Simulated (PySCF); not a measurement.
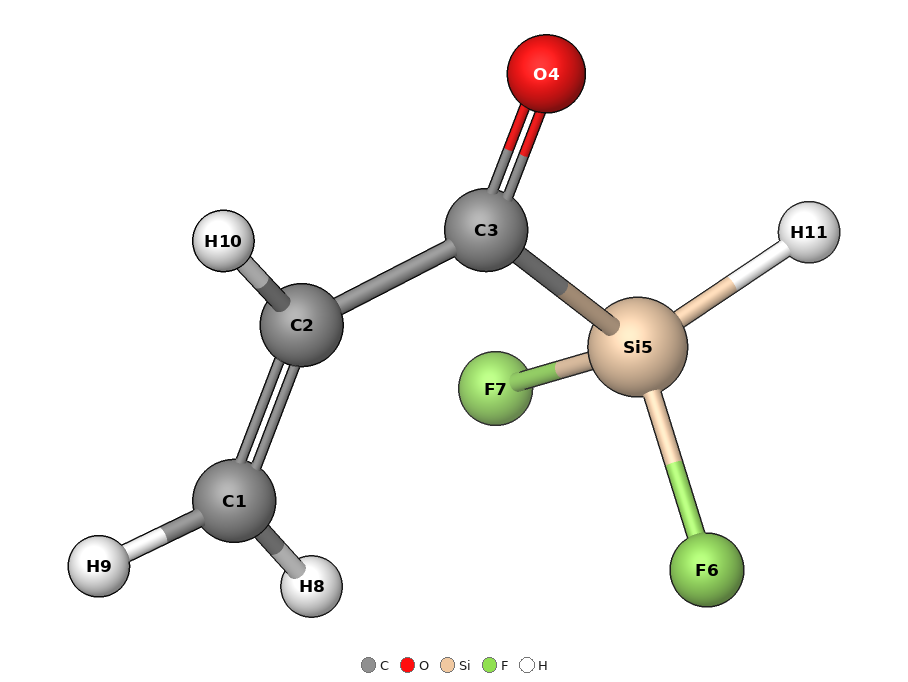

The computed structure is the end point of a GFN2-xTB optimisation. No frequency run is at hand to confirm it as a minimum. Level of theory: delta-SCF UKS SCAN, pcX-2 on the ionised atom, pcseg-1 elsewhere, spin-free X2C (PySCF 2.14.0).

Give the core-electron binding energies (to vacuum; p and d levels without spin–orbit splitting) of C1 1s, C2 1s, C3 1s, O4 1s, Si5 1s, Si5 2p, F6 1s.

```json
{"atom": "C1", "level": "1s", "binding energy (eV)": "291.4"}
{"atom": "C2", "level": "1s", "binding energy (eV)": "291.4"}
{"atom": "C3", "level": "1s", "binding energy (eV)": "293.4"}
{"atom": "O4", "level": "1s", "binding energy (eV)": "538.0"}
{"atom": "Si5", "level": "1s", "binding energy (eV)": "1849.2"}
{"atom": "Si5", "level": "2p", "binding energy (eV)": "109.4"}
{"atom": "F6", "level": "1s", "binding energy (eV)": "693.0"}
```

The geometry is semi-empirical. Around Si such bond lengths and angles can be off by a tenth of an ångström or more and by several degrees, and values that hang on the shape move with them.
